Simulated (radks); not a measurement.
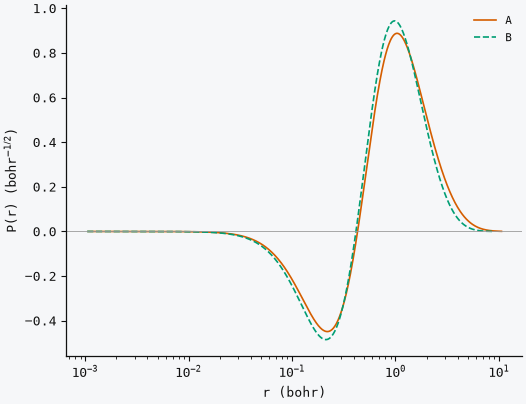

Two nuclei with the same 47 electrons, [Kr] 4d10 5s1 (high spin), were computed: Ag; Cd⁺. Level of theory: scalar-relativistic Kohn-Sham, LDA (Slater exchange, Perdew-Wang correlation), spin-polarised, spherical densities, finite nucleus. Computed with the in-house radial solver radks.

The plot shows P(r) = r R(r) of the 4d up orbital in both runs (large components where relativistic).

Question: Assign A and B.

Answer: A is Ag (⟨r⟩ = 1.43 bohr, eigenvalue −7.71 eV); B is Cd⁺ (⟨r⟩ = 1.28 bohr, eigenvalue −20.8 eV). The larger nuclear charge pulls the orbital in.
